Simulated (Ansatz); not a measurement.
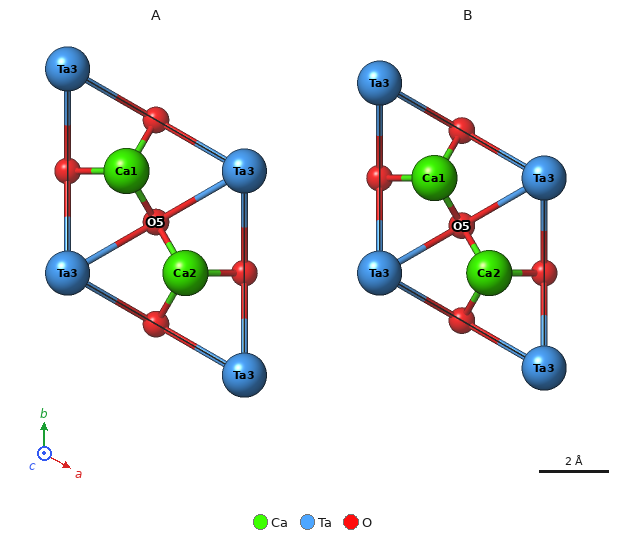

Two geometries of crystalline Ca2TaO3 (a generated structure, set up in P6/mmm), drawn at one scale. One is the start of a relaxation, the other its converged end. A ball-and-stick model of the cell of the calculation, seen along the c axis.

The calculation used Ansatz 0.2.0, DFT PBE, scalar-relativistic, plane waves, PAW. Settings: plane-wave cutoff 420 eV; k-point mesh 12 × 12 × 12; occupations gaussian; smearing width 0.1 eV; collinear spin; cell and atoms relaxed; force threshold 0.01 eV/Å; at most 80 steps.

Q: Which one is relaxed?

A: Structure A is the relaxed one. The atoms keep their places relative to the cell (all moves are under 0.005 Å). The volume changes by +7.1 %, with a = b 5.575 → 5.990 Å (+7.5 %), c 3.244 → 3.007 Å (−7.3 %). Near-neighbour distances that change, for instance: Ca–Ta 3.219 → 3.459 Å, Ca–Ca 3.219 → 3.459 Å, Ca–Ca 3.244 → 3.007 Å, Ta–Ta 3.244 → 3.007 Å. Bond angles that change, for instance: O–Ca–O 90.4° → 82.0°, Ca–O–Ca 89.6° → 98.0°, Ca–O–Ca 90.4° → 82.0°. The space group stays P6/mmm (No. 191). After 6 accepted moves (8 points after the start) the energy has fallen by 137 meV per atom. All forces vanish by symmetry, so only the cell relaxes. The pressure goes from 3.49 to 0.01 GPa. The SCF was repeated twice at an unchanged geometry on a basis and grid sized afresh for the cell, which shifted the energy by 7.8 meV per atom at most.
